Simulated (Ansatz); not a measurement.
**Run report: C$_{3}$H$_{10}$Si, geometry relaxation (part 1 of 2)**

- system: C$_{3}$H$_{10}$Si
- method: RKS PBE/STO-3G (Ansatz 0.2.0)

It belongs to a series of runs on one base structure; here: start relaxed. Figures and captions count atoms from 1; the log counts them from 0 in places.

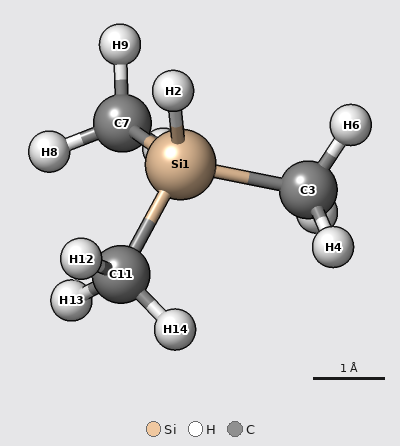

Fig. 1: The input geometry (ball-and-stick view, seen at a tilt; atoms are numbered from 1 in the order of the input).

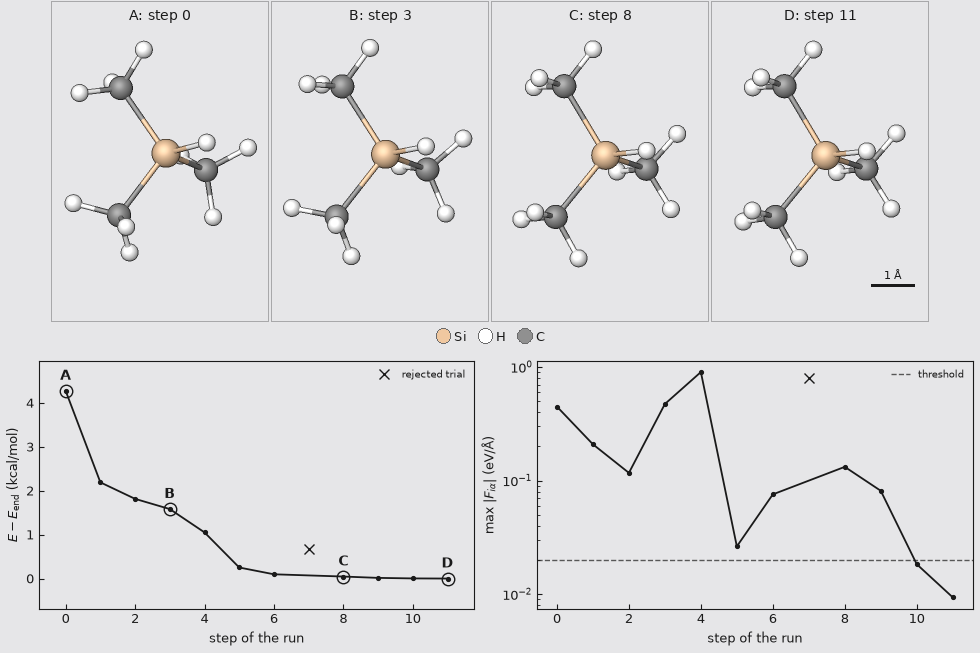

Fig. 2: Frames of the relaxation (ball-and-stick view, seen at a tilt) above the curves, on which the letters mark them (the first geometry is step 0 here and step 1 in the log).

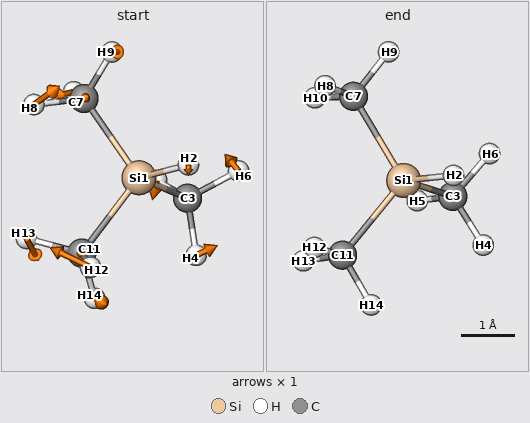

Fig. 3: Before (left) and after (right) the relaxation, at one scale (ball-and-stick view, seen at a tilt). The orange arrows give the displacements, at true length. The largest moves after the best rigid fit, 0.90 Å, are those of H12 and H13. Largest moves by element: H 0.90 Å, C 0.18 Å, Si 0.05 Å. Among the contacts that change: Si1–C11 1.869 → 1.883 Å, C11–H12 1.110 → 1.103 Å. Over 11 geometry steps the energy falls by 4.27 kcal/mol. Largest force component: 0.45 eV/Å at the start, 0.0094 eV/Å at the end. The line search rejected the trial step at point 7 (counted from 0) and went back. (Atoms are counted from 1 in the order of the input.)

The input and output of the run follow.

**Input file**
```yaml
crystal:
  periodic: [false, false, false]
  atoms:
    - { symbol: Si, position_ang: [0.0, 0.0, 0.0] }
    - { symbol: H, position_ang: [0.0, 0.0, 1.46] }
    - { symbol: C, position_ang: [1.7634, 0.0, -0.6227] }
    - { symbol: H, position_ang: [2.1111, -1.0463, -0.7509] }
    - { symbol: H, position_ang: [1.8119, 0.5276, -1.5981] }
    - { symbol: H, position_ang: [2.4154, 0.5187, 0.1108] }
    - { symbol: C, position_ang: [-0.8808, 1.5259, -0.6227] }
    - { symbol: H, position_ang: [-1.9334, 1.2723, -0.8671] }
    - { symbol: H, position_ang: [-0.8624, 2.3106, 0.1622] }
    - { symbol: H, position_ang: [-0.3704, 1.9025, -1.5336] }
    - { symbol: C, position_ang: [-0.8808, -1.5259, -0.6227] }
    - { symbol: H, position_ang: [-1.3804, -2.0377, 0.2261] }
    - { symbol: H, position_ang: [-1.6409, -1.2332, -1.3768] }
    - { symbol: H, position_ang: [-0.1449, -2.2146, -1.0879] }
basis:
  gaussian: { orbitals: STO-3G }
hamiltonian:
  xc: pbe
relax:
  f_tol: 0.02
  max_steps: 40
```

Launched with:
```bash
ansatz run input.yaml --threads 1 --pin off --max-ram 2048MiB --backend cpu --events-out ev --progress --plain --runs-dir out
```

**Output**
```
The last accepted step is kept in [file] (removed where the run ends without a failure and the disk answers)
Engine: ansatz 0.2.0, x86_64-unknown-linux-gnu
Functional definition: PBE
  parameter kappa = 0.804
  parameter beta = 0.06672455060314922
  exchange = pbe_x(kappa = kappa, mu = beta*pi^2/3)
  correlation = pbe_c(beta = beta)
479 factors; integrals over basis functions are off by at most 1.1e-5 eV
mean field evaluation 1: about -11013.0833 eV, gradient 1.9e1 eV
mean field evaluation 2: about -11012.9692 eV, gradient 1.9e1 eV
mean field evaluation 4: about -11014.1470 eV, gradient 4.2e-1 eV
mean field evaluation 8: about -11014.0149 eV, gradient 9.6e-3 eV
mean field -11014.01491627 eV, -404.7575826054 hartree, gradient 1.5e-5 eV, S^2 0.000000; 0 other end points of the search recorded, 0 dependent functions left out
the calculation of the forces begins
reference -11014.01494274 eV, -404.7575835782 hartree; 21, 21 occupied and 13, 13 virtual orbitals, 479 factors
relax step   1: F+E_penalty+E_count = -11014.01491627 eV  Δ(F+E_penalty+E_count) = +0.000e0 eV  max|allowed force component| = 4.472e-1 eV/Å  Δτ_max = 0.0000 Å  (20 SCF iters, accepted)
these checks for a lower state are left out or cut short: starts, cluster_reference, orbital_swaps, neighbouring_geometries, increment
479 factors; integrals over basis functions are off by at most 1.3e-5 eV
mean field evaluation 16: about -11014.1051 eV, gradient 1.8e-1 eV
mean field -11014.10529422 eV, -404.7609039337 hartree, gradient 6.2e-6 eV, S^2 0.000000; 0 other end points of the search recorded, 0 dependent functions left out
[... from here on the field's lines of each further geometry are left out, up to the last ...]
relax step   2: F+E_penalty+E_count = -11014.10529422 eV  Δ(F+E_penalty+E_count) = -9.038e-2 eV  max|allowed force component| = 2.084e-1 eV/Å  Δτ_max = 0.1401 Å  (21 SCF iters, accepted)
relax step   3: F+E_penalty+E_count = -11014.12158837 eV  Δ(F+E_penalty+E_count) = -1.629e-2 eV  max|allowed force component| = 1.168e-1 eV/Å  Δτ_max = 0.0749 Å  (20 SCF iters, accepted)
relax step   4: F+E_penalty+E_count = -11014.13166769 eV  Δ(F+E_penalty+E_count) = -1.008e-2 eV  max|allowed force component| = 4.716e-1 eV/Å  Δτ_max = 0.1951 Å  (21 SCF iters, accepted)
relax step   5: F+E_penalty+E_count = -11014.15471265 eV  Δ(F+E_penalty+E_count) = -2.304e-2 eV  max|allowed force component| = 9.008e-1 eV/Å  Δτ_max = 0.2000 Å  (20 SCF iters, accepted)
relax step   6: F+E_penalty+E_count = -11014.18937194 eV  Δ(F+E_penalty+E_count) = -3.466e-2 eV  max|allowed force component| = 2.631e-2 eV/Å  Δτ_max = 0.1934 Å  (20 SCF iters, accepted)
relax step   7: F+E_penalty+E_count = -11014.19608643 eV  Δ(F+E_penalty+E_count) = -6.714e-3 eV  max|allowed force component| = 7.551e-2 eV/Å  Δτ_max = 0.1377 Å  (20 SCF iters, accepted)
relax step   8: F+E_penalty+E_count = -11014.17140198 eV  Δ(F+E_penalty+E_count) = +2.468e-2 eV  max|allowed force component| = 7.995e-1 eV/Å  Δτ_max = 0.1980 Å  (20 SCF iters, rejected (line search))
relax step   9: F+E_penalty+E_count = -11014.19830572 eV  Δ(F+E_penalty+E_count) = -2.219e-3 eV  max|allowed force component| = 1.319e-1 eV/Å  Δτ_max = 0.0710 Å  (22 SCF iters, accepted)
relax step  10: F+E_penalty+E_count = -11014.19963076 eV  Δ(F+E_penalty+E_count) = -1.325e-3 eV  max|allowed force component| = 8.123e-2 eV/Å  Δτ_max = 0.0579 Å  (20 SCF iters, accepted)
relax step  11: F+E_penalty+E_count = -11014.20015655 eV  Δ(F+E_penalty+E_count) = -5.258e-4 eV  max|allowed force component| = 1.835e-2 eV/Å  Δτ_max = 0.0134 Å  (18 SCF iters, accepted)
the calculation of the forces begins
reference -11014.20031253 eV, -404.7643957924 hartree; 21, 21 occupied and 13, 13 virtual orbitals, 481 factors
relax step  12: F+E_penalty+E_count = -11014.20028566 eV  Δ(F+E_penalty+E_count) = -1.291e-4 eV  max|allowed force component| = 9.377e-3 eV/Å  Δτ_max = 0.0203 Å  (23 SCF iters, accepted)
481 factors; integrals over basis functions are off by at most 3.4e-5 eV
mean field evaluation 96: about -11014.3265 eV, gradient 4.3e-1 eV
mean field -11014.20028566 eV, -404.7643948051 hartree, gradient 6.7e-6 eV, S^2 0.000000; 1 other end points of the search recorded, 0 dependent functions left out
the calculation of the forces begins
reference -11014.20031253 eV, -404.7643957924 hartree; 21, 21 occupied and 13, 13 virtual orbitals, 481 factors
Total energy: -11014.20031253 eV, -404.7643957924 hartree
Atom 0 at     0.008331    -0.051234    -0.015209 Å, force     0.000415     0.000710     0.000702 eV/Å
Atom 1 at     0.031787    -0.202015     1.435568 Å, force     0.000068     0.000491    -0.001810 eV/Å
Atom 2 at     1.781757     0.045515    -0.641959 Å, force    -0.000212     0.000586    -0.000468 eV/Å
Atom 3 at     2.345873    -0.866433    -0.384462 Å, force     0.001316     0.000745    -0.000504 eV/Å
Atom 4 at     1.816241     0.160641    -1.738094 Å, force    -0.000174    -0.000762     0.000901 eV/Å
Atom 5 at     2.315060     0.903536    -0.199703 Å, force     0.000109    -0.000808     0.000275 eV/Å
Atom 6 at    -0.920068     1.530252    -0.444530 Å, force    -0.001467    -0.001630     0.002585 eV/Å
Atom 7 at    -1.957112     1.498287    -0.070608 Å, force     0.001967     0.000164    -0.001001 eV/Å
Atom 8 at    -0.431943     2.412820     0.001580 Å, force    -0.000685     0.000366    -0.001430 eV/Å
Atom 9 at    -0.963448     1.688480    -1.534950 Å, force    -0.000152     0.001192     0.000911 eV/Å
Atom 10 at    -0.865404    -1.542172    -0.764218 Å, force    -0.000091    -0.001510    -0.001670 eV/Å
Atom 11 at    -1.897804    -1.630661    -0.386166 Å, force     0.006868    -0.002211    -0.004865 eV/Å
Atom 12 at    -0.917560    -1.468217    -1.863416 Å, force    -0.000244    -0.003586     0.009377 eV/Å
Atom 13 at    -0.337910    -2.478900    -0.517232 Å, force    -0.007718     0.006250    -0.003003 eV/Å
Dipole moment:    -0.000499     0.002793    -0.026316 e Å
```

**Trajectory as extended XYZ (Å, eV, eV/Å), 12 frames, from step=1 to step=12**
```
14
Properties=species:S:1:pos:R:3:forces:R:3 step=1 energy=-11014.01492
Si    0.0000    0.0000    0.0000    0.0564   0.0068   0.3409
H     0.0000    0.0000    1.4600    0.0067  -0.0193  -0.0309
C     1.7634    0.0000   -0.6227    0.1788   0.0330   0.0875
H     2.1111   -1.0463   -0.7509    0.1511   0.3896  -0.0173
H     1.8119    0.5276   -1.5981    0.2344  -0.2209   0.2624
H     2.4154    0.5187    0.1108    0.0459  -0.1737  -0.4010
C    -0.8808    1.5259   -0.6227   -0.0912   0.2200   0.0902
H    -1.9334    1.2723   -0.8671    0.2520   0.3400   0.0229
H    -0.8624    2.3106    0.1622   -0.1412  -0.0282  -0.4271
H    -0.3704    1.9025   -1.5336   -0.3406   0.0697   0.2382
C    -0.8808   -1.5259   -0.6227   -0.1169  -0.2147   0.0017
H    -1.3804   -2.0377    0.2261    0.0328  -0.0545  -0.4472
H    -1.6409   -1.2332   -1.3768    0.1625  -0.3602   0.1856
H    -0.1449   -2.2146   -1.0879   -0.4306   0.0124   0.0941
14
Properties=species:S:1:pos:R:3:forces:R:3 step=2 energy=-11014.10529
Si   -0.0021   -0.0075   -0.0214    0.0345   0.0312   0.1966
H    -0.0004   -0.0192    1.4375   -0.0133  -0.0413   0.0001
C     1.7925    0.0045   -0.6061    0.2084  -0.0128  -0.1879
H     2.2105   -1.0186   -0.6702   -0.1056   0.1121   0.0523
H     1.8845    0.4555   -1.6123   -0.0263  -0.0652   0.1004
H     2.4495    0.5819    0.0703   -0.1405  -0.0181  -0.0284
C    -0.8944    1.5545   -0.5951   -0.1339   0.1785  -0.1876
H    -1.9710    1.3702   -0.7742    0.1414  -0.0327   0.0634
H    -0.8250    2.3738    0.1435    0.0659  -0.1182  -0.0194
H    -0.4705    1.9355   -1.5435   -0.0434  -0.0712   0.0938
C    -0.8952   -1.5547   -0.6353   -0.1028  -0.1671  -0.1752
H    -1.4386   -2.0734    0.1735    0.0454   0.1036   0.0304
H    -1.6370   -1.3147   -1.4172    0.0463   0.0356   0.0197
H    -0.1950   -2.2880   -1.0728    0.0239   0.0656   0.0419
14
Properties=species:S:1:pos:R:3:forces:R:3 step=3 energy=-11014.12159
Si   -0.0022   -0.0113   -0.0126    0.0111   0.0159  -0.0324
H    -0.0051   -0.0390    1.4462   -0.0024  -0.0277  -0.0076
C     1.7886    0.0067   -0.6073    0.1168  -0.0028  -0.0347
H     2.2211   -1.0108   -0.6114   -0.0459   0.0881   0.0291
H     1.8733    0.4054   -1.6347   -0.0322  -0.0493   0.0798
H     2.4239    0.6334    0.0442   -0.0595  -0.0236  -0.0518
C    -0.8932    1.5509   -0.5869   -0.0867   0.1062  -0.0229
H    -1.9795    1.3772   -0.7002    0.1089   0.0063   0.0405
H    -0.7649    2.3780    0.1342    0.0178  -0.0589  -0.0597
H    -0.5122    1.9011   -1.5637   -0.0328  -0.0617   0.0777
C    -0.8923   -1.5499   -0.6546   -0.0463  -0.0690  -0.0694
H    -1.4653   -2.0486    0.1455    0.0096   0.0354  -0.0108
H    -1.6033   -1.3030   -1.4621    0.0456   0.0133   0.0268
H    -0.1813   -2.2903   -1.0602   -0.0041   0.0278   0.0355
```
